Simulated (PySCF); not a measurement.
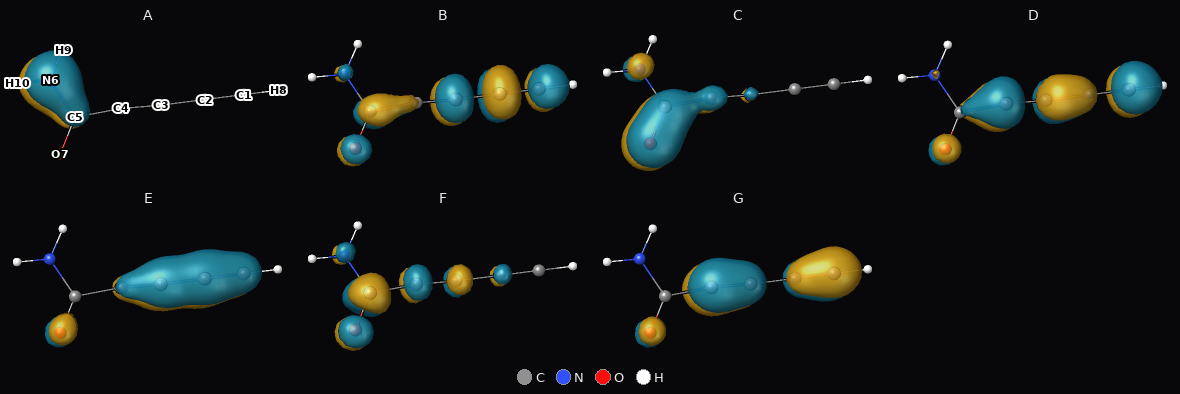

Figure 1: C₅H₃NO, SMILES `C#CC#CC(N)=O`. Natural orbitals of the π active space, CASSCF(8,7), triplet state at the geometry of the singlet, in random order. The active space holds only one of the two perpendicular π systems.

PySCF calculation, def2-SVP basis, gas phase; geometry: GFN2-xTB. No frequency check shows the geometry to be a minimum.

> Which orbitals are strongly, which singly and which weakly occupied?

Strongly: A (2.00), C (1.94), E (1.91). About singly: G (1.05), D (0.95). Weakly: B (0.09), F (0.05). Broadly, orbitals with more nodes between bonded atoms hold fewer electrons.

> Where does the lowest triplet lie relative to the singlet, at this geometry and within this active space?

4.41 eV above it by strongly contracted NEVPT2 (+4.15 eV by CASSCF); a small basis tends to put such gaps a few tenths of an eV too high. This is a vertical energy for π states alone; a state that uses lone pairs or σ orbitals may lie lower.
